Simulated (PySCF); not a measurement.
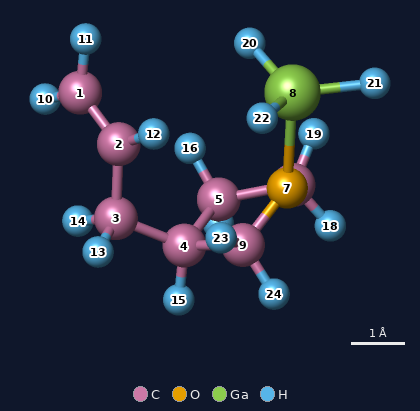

Figure 1. The input geometry (ball-and-stick view, seen at a tilt; atoms are numbered from 1 in the order of the input). Sticks mark near contacts.

## Run report: C7H15GaO, geometry relaxation (part 1 of 2)

System: C7H15GaO.
Method: PBE0-D3(BJ)/def2-SVP geometry optimisation, gas phase (PySCF 2.14.0).

It belongs to a series of runs on one base structure; here: H on C replaced by allyl.

### Input
```
{"job": {"xc": "PBE0", "basis": "def2-SVP", "d3": "d3bj", "grid": 1, "shake": 0.01, "kind": "geom"}, "charge": 0, "multiplicity": 1}
C      2.402320     1.473880    -0.070190
C      1.557450     0.676410    -0.710190
C      1.616700    -0.814860    -0.626520
C      0.377080    -1.444890    -0.087060
C     -0.069690    -0.891720     1.282700
C     -1.534570    -0.485420     1.100510
O     -1.622750    -0.158740    -0.272270
Ga    -1.780020     1.858650    -0.716310
C     -0.880100    -1.133260    -0.948880
H      3.172350     1.131920     0.570220
H      2.289540     2.565390    -0.161070
H      0.789750     1.089670    -1.342210
H      1.804850    -1.214640    -1.621890
H      2.448000    -1.097450     0.041220
H      0.488610    -2.539330    -0.029710
H      0.523660     0.018060     1.525910
H      0.059350    -1.597630     2.093960
H     -2.214400    -1.323100     1.327540
H     -1.832930     0.378090     1.685000
H     -0.802450     2.511720     0.266730
H     -3.304890     2.010590    -0.340490
H     -1.431770     1.756540    -2.229800
H     -0.612890    -0.720880    -1.969170
H     -1.507500    -2.029390    -1.106860
```

The first line tells a small driver script what to run in PySCF; the rest is the geometry in Å.

Command:
```bash
OMP_NUM_THREADS=1 python <driver script> task.json out
```

### Output
```
step   0  E = -2274.64369892  max force = 0.037763
step   1  E = -2274.65219745  max force = 0.005926
step   2  E = -2274.65280384  max force = 0.002700
step   3  E = -2274.65283063  max force = 0.003030
step   4  E = -2274.65307436  max force = 0.001235
step   5  E = -2274.65314837  max force = 0.000887
step   6  E = -2274.65322887  max force = 0.000825
step   7  E = -2274.65327824  max force = 0.001001
step   8  E = -2274.65331828  max force = 0.000824
step   9  E = -2274.65334370  max force = 0.000556
step  10  E = -2274.65334705  max force = 0.000268
optimisation converged
```

### Trajectory as extended XYZ (Å, eV, eV/Å), 11 frames, from step=0 to step=10
```
24
Properties=species:S:1:pos:R:3:forces:R:3 step=0 energy=-61896.20775
C     2.4023    1.4739   -0.0702   -1.0501   1.4330  -0.6919
C     1.5575    0.6764   -0.7102    0.5977  -0.7587   0.2244
C     1.6167   -0.8149   -0.6265    0.7957   0.4534   0.3550
C     0.3771   -1.4449   -0.0871   -1.9418  -0.2034   0.2641
C    -0.0697   -0.8917    1.2827    0.1753   0.8213   0.0261
C    -1.5346   -0.4854    1.1005    0.5358  -0.6112   0.3563
O    -1.6227   -0.1587   -0.2723   -0.2899   0.1414   0.2734
Ga   -1.7800    1.8586   -0.7163   -0.8955   0.2706  -0.3355
C    -0.8801   -1.1333   -0.9489    0.9565  -0.2217  -1.7489
H     3.1723    1.1319    0.5702    1.0097  -0.6194   0.7784
H     2.2895    2.5654   -0.1611    0.0967  -0.2231   0.0162
H     0.7897    1.0897   -1.3422   -0.4190   0.4026  -0.3891
H     1.8049   -1.2146   -1.6219    0.2495  -0.3043  -0.4091
H     2.4480   -1.0975    0.0412    0.1642  -0.0490  -0.2364
H     0.4886   -2.5393   -0.0297    0.1167   0.0462  -0.0652
H     0.5237    0.0181    1.5259   -0.1901  -0.3533  -0.0704
H     0.0593   -1.5976    2.0940    0.0535  -0.3853   0.3965
H    -2.2144   -1.3231    1.3275   -0.1151  -0.0170  -0.0919
H    -1.8329    0.3781    1.6850   -0.1470   0.3789   0.2185
H    -0.8024    2.5117    0.2667    0.5402   0.1851   0.4620
H    -3.3049    2.0106   -0.3405   -0.0972  -0.0281   0.0180
H    -1.4318    1.7565   -2.2298    0.1863  -0.0604  -0.3519
H    -0.6129   -0.7209   -1.9692   -0.3368  -0.3583   0.8897
H    -1.5075   -2.0294   -1.1069    0.0046   0.0606   0.1117
24
Properties=species:S:1:pos:R:3:forces:R:3 step=1 energy=-61896.43901
C     2.4762    1.5057   -0.0814    0.3047  -0.1532   0.2767
C     1.6467    0.6847   -0.7219   -0.2196   0.0958  -0.1714
C     1.6610   -0.8044   -0.6296   -0.1108  -0.1394  -0.0190
C     0.3525   -1.4212   -0.0983    0.0686   0.1314  -0.0459
C    -0.0403   -0.9021    1.3036   -0.0688  -0.0976   0.0368
C    -1.5093   -0.5300    1.1742   -0.0329   0.1256  -0.1973
O    -1.6637   -0.1687   -0.2004    0.1414   0.0223  -0.0627
Ga   -1.9895    1.9012   -0.7814    0.1403  -0.1368   0.1413
C    -0.8826   -1.1006   -0.9586   -0.2409   0.1605   0.2431
H     3.2663    1.1208    0.5840   -0.1556   0.0722  -0.1478
H     2.4061    2.5874   -0.1890   -0.0331   0.1225  -0.0228
H     0.8740    1.1319   -1.3656    0.0892  -0.0540   0.0360
H     1.8507   -1.2303   -1.6329    0.0296  -0.0012   0.0536
H     2.4924   -1.1260    0.0165    0.0486  -0.0391   0.0020
H     0.4877   -2.5124   -0.0764    0.0013  -0.0283   0.0094
H     0.5514   -0.0093    1.5468    0.0241   0.0671   0.0055
H     0.1214   -1.6456    2.0980    0.0258   0.0097  -0.0486
H    -2.1794   -1.3815    1.3820   -0.0080  -0.0342   0.0489
H    -1.8255    0.3305    1.7796    0.0351  -0.0304   0.0174
H    -0.9475    2.5408    0.2557   -0.1922  -0.0708  -0.1866
H    -3.5328    1.9951   -0.4363    0.0951  -0.0052  -0.0453
H    -1.5261    1.7148   -2.2987   -0.0472   0.0213   0.1909
H    -0.6759   -0.6309   -1.9271    0.0819  -0.0131  -0.0680
H    -1.5006   -1.9991   -1.1221    0.0234  -0.0251  -0.0462
24
Properties=species:S:1:pos:R:3:forces:R:3 step=2 energy=-61896.45551
C     2.5181    1.4757   -0.0748   -0.0045   0.0986   0.0090
C     1.6678    0.6876   -0.7341    0.0783  -0.0218   0.0740
C     1.6643   -0.8037   -0.6332   -0.1036  -0.0741  -0.0472
C     0.3520   -1.4046   -0.1005    0.0527   0.0418  -0.0132
C    -0.0399   -0.8827    1.2992    0.0034  -0.0126   0.0261
C    -1.5110   -0.5198    1.1710   -0.0185   0.0235  -0.0557
O    -1.6710   -0.1631   -0.2013    0.1236   0.0465  -0.0480
Ga   -2.0378    1.8851   -0.7716    0.0377  -0.1388   0.0808
C    -0.8840   -1.0848   -0.9584   -0.1371   0.0502   0.0459
H     3.2903    1.0634    0.5855   -0.0361  -0.0023  -0.0223
H     2.4766    2.5639   -0.1705    0.0025  -0.0015  -0.0074
H     0.9144    1.1505   -1.3845    0.0127  -0.0119   0.0107
H     1.8568   -1.2386   -1.6307    0.0057  -0.0192   0.0041
H     2.4920   -1.1329    0.0165    0.0061   0.0078  -0.0163
H     0.4846   -2.4969   -0.0742   -0.0280  -0.0083   0.0128
H     0.5487    0.0156    1.5393   -0.0114   0.0076  -0.0089
H     0.1297   -1.6251    2.0915    0.0191   0.0058  -0.0050
H    -2.1714   -1.3780    1.3882   -0.0089   0.0058   0.0113
H    -1.8279    0.3374    1.7796    0.0111  -0.0031   0.0073
H    -1.0394    2.5568    0.2601   -0.0231   0.0001  -0.0219
H    -3.5800    1.9398   -0.4484   -0.0133   0.0016  -0.0170
H    -1.5580    1.7129   -2.2708    0.0052   0.0042   0.0072
H    -0.6682   -0.6189   -1.9294    0.0131   0.0029   0.0166
H    -1.4935   -1.9887   -1.1273    0.0133  -0.0028  -0.0428
24
Properties=species:S:1:pos:R:3:forces:R:3 step=3 energy=-61896.45624
C     2.5124    1.4981   -0.0854   -0.0794  -0.1374  -0.0502
C     1.6880    0.6684   -0.7300   -0.0757   0.0897  -0.0865
C     1.6649   -0.8262   -0.6319    0.1558   0.0905   0.1234
C     0.3458   -1.4079   -0.1028    0.0219  -0.0213   0.0230
C    -0.0412   -0.8866    1.2979    0.0393   0.0320   0.0018
C    -1.5096   -0.5140    1.1689    0.0050  -0.0467   0.0703
O    -1.6636   -0.1522   -0.2004    0.0345   0.0613  -0.0114
Ga   -2.0346    1.8785   -0.7489   -0.0584  -0.0999   0.0036
C    -0.8848   -1.0704   -0.9612   -0.0135  -0.0401  -0.0856
H     3.2818    1.1187    0.5907    0.0976  -0.0157   0.0857
H     2.4478    2.5835   -0.2151   -0.0132  -0.0943   0.0011
H     0.9403    1.1152   -1.3944   -0.0709   0.0358  -0.0593
H     1.8580   -1.2658   -1.6266   -0.0026   0.0260  -0.0200
H     2.4875   -1.1670    0.0192   -0.0016  -0.0037  -0.0012
H     0.4631   -2.5026   -0.0777   -0.0251   0.0113   0.0059
H     0.5524    0.0095    1.5386   -0.0251  -0.0223  -0.0152
H     0.1277   -1.6322    2.0863    0.0065   0.0007   0.0208
H    -2.1753   -1.3687    1.3876   -0.0049   0.0255  -0.0194
H    -1.8175    0.3424    1.7825   -0.0083   0.0147  -0.0044
H    -1.0711    2.5586    0.2930    0.0748   0.0552   0.0938
H    -3.5812    1.9168   -0.4613   -0.0622   0.0072  -0.0010
H    -1.5275    1.7235   -2.2329    0.0345   0.0012  -0.1038
H    -0.6529   -0.5997   -1.9270   -0.0274   0.0182   0.0438
H    -1.4971   -1.9691   -1.1480   -0.0015   0.0122  -0.0152
24
Properties=species:S:1:pos:R:3:forces:R:3 step=4 energy=-61896.46287
C     2.5074    1.4791   -0.0776   -0.0523   0.0198  -0.0361
C     1.6739    0.6736   -0.7384    0.0309  -0.0140   0.0088
C     1.6640   -0.8193   -0.6367    0.0303   0.0187   0.0118
C     0.3488   -1.4054   -0.1029    0.0073  -0.0398   0.0135
C    -0.0353   -0.8804    1.2978    0.0103   0.0055  -0.0096
C    -1.5048   -0.5105    1.1711    0.0114  -0.0254   0.0556
O    -1.6605   -0.1525   -0.1994    0.0013   0.0626   0.0029
Ga   -2.0365    1.8727   -0.7521   -0.0428  -0.0635  -0.0006
C    -0.8839   -1.0713   -0.9609    0.0011  -0.0343  -0.0398
H     3.2726    1.0836    0.5972    0.0307  -0.0204   0.0220
H     2.4546    2.5652   -0.1911    0.0007  -0.0105   0.0077
H     0.9255    1.1280   -1.3994   -0.0060   0.0100  -0.0149
H     1.8568   -1.2585   -1.6320   -0.0084   0.0028  -0.0082
H     2.4907   -1.1530    0.0125   -0.0028   0.0103  -0.0023
H     0.4671   -2.4997   -0.0751   -0.0179   0.0024   0.0066
H     0.5560    0.0178    1.5326   -0.0111  -0.0034  -0.0075
H     0.1381   -1.6220    2.0895    0.0024   0.0013   0.0078
H    -2.1710   -1.3636    1.3923   -0.0025   0.0107  -0.0122
H    -1.8127    0.3484    1.7814   -0.0025   0.0071  -0.0037
H    -1.0755    2.5596    0.2961    0.0268   0.0226   0.0400
H    -3.5876    1.9080   -0.4709   -0.0149   0.0070  -0.0090
H    -1.5226    1.7190   -2.2395    0.0148   0.0069  -0.0367
H    -0.6559   -0.5980   -1.9253   -0.0042   0.0167   0.0087
H    -1.4960   -1.9699   -1.1485   -0.0025   0.0068  -0.0048
24
Properties=species:S:1:pos:R:3:forces:R:3 step=5 energy=-61896.46488
C     2.5120    1.4721   -0.0781   -0.0121   0.0076  -0.0014
C     1.6788    0.6708   -0.7436    0.0048  -0.0108   0.0078
C     1.6666   -0.8216   -0.6383    0.0045  -0.0043  -0.0141
C     0.3499   -1.4049   -0.1029   -0.0080  -0.0103   0.0079
C    -0.0324   -0.8775    1.2976   -0.0039  -0.0010  -0.0110
C    -1.5023   -0.5075    1.1735    0.0147  -0.0167   0.0322
O    -1.6594   -0.1495   -0.1974    0.0106   0.0456   0.0177
Ga   -2.0485    1.8686   -0.7494   -0.0215  -0.0234  -0.0103
C    -0.8827   -1.0669   -0.9611    0.0035  -0.0307  -0.0294
H     3.2738    1.0683    0.5973    0.0052   0.0081   0.0067
H     2.4634    2.5585   -0.1865    0.0065   0.0013   0.0005
H     0.9338    1.1271   -1.4078    0.0015   0.0006  -0.0004
H     1.8579   -1.2625   -1.6333   -0.0082  -0.0043  -0.0012
H     2.4932   -1.1542    0.0111   -0.0017   0.0044   0.0002
H     0.4636   -2.4995   -0.0736   -0.0097   0.0015   0.0014
H     0.5583    0.0215    1.5294   -0.0030   0.0050  -0.0038
H     0.1427   -1.6173    2.0908    0.0028   0.0032   0.0034
H    -2.1693   -1.3597    1.3944   -0.0020   0.0013  -0.0055
H    -1.8099    0.3522    1.7830    0.0042   0.0019  -0.0011
H    -1.1034    2.5650    0.3122    0.0038  -0.0009   0.0098
H    -3.6040    1.8940   -0.4849    0.0002   0.0028  -0.0107
H    -1.5187    1.7270   -2.2354    0.0047   0.0055   0.0008
H    -0.6545   -0.5893   -1.9232    0.0031   0.0112   0.0049
H    -1.4959   -1.9637   -1.1525    0.0001   0.0027  -0.0044
```
